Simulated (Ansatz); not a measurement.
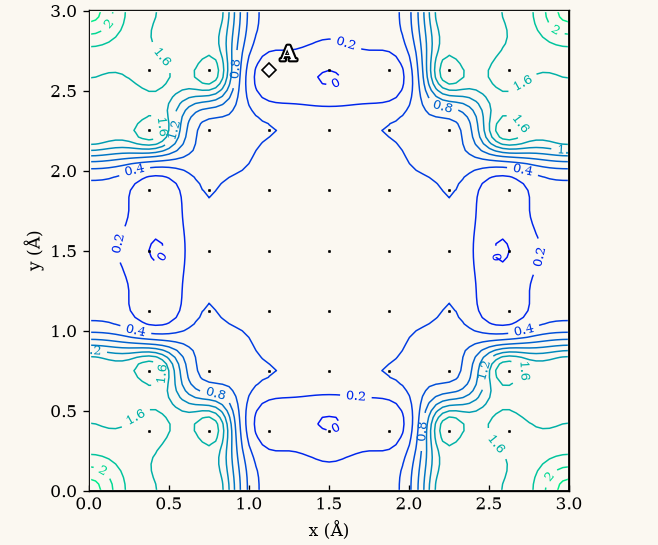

O on a TiN(100) slab cut from the Fm-3m phase, its upper half relaxed before the scan (6 atoms of substrate and one adsorbate in a 1 × 1 cell). 
- O is moved over the surface cell; relaxed at each place: the height of the adsorbate's atoms and the top layer of the substrate; the origin of the map has the adsorbate above N6.
- Places are given modulo a cell vector. The map is drawn in real space over the plane of the surface.
- The scan uses an 8 × 8 grid; 15 points were computed and 49 follow by symmetry.
- Energies are in eV, from the lowest grid point.
- With one adsorbate in each 1 × 1 cell, its nearest image is 3.0 Å away, so neighbouring adsorbates interact. The runs have no spin polarisation; a magnetic state may lie lower.
- Computed with Ansatz 0.2.0, DFT PBE, scalar-relativistic, plane waves, PAW. Settings: cutoff 420 eV, k-mesh 9×9×1, gaussian smearing 0.1 eV, no spin polarisation.

In the figure: contour lines labelled in eV, dots at the grid points, the outline of one cell of the plane, the point A. Between grid points the surface is interpolated.

**Is A at rest? If not, where is it pushed?**

A, at (3/8, 7/8) of the cell vectors, is not a stationary point. The computed force is 0.85 eV/Å in the plane, pointing down and right in the picture (components 0.38 and −0.76 eV/Å).

PAW datasets: the set soft_1.
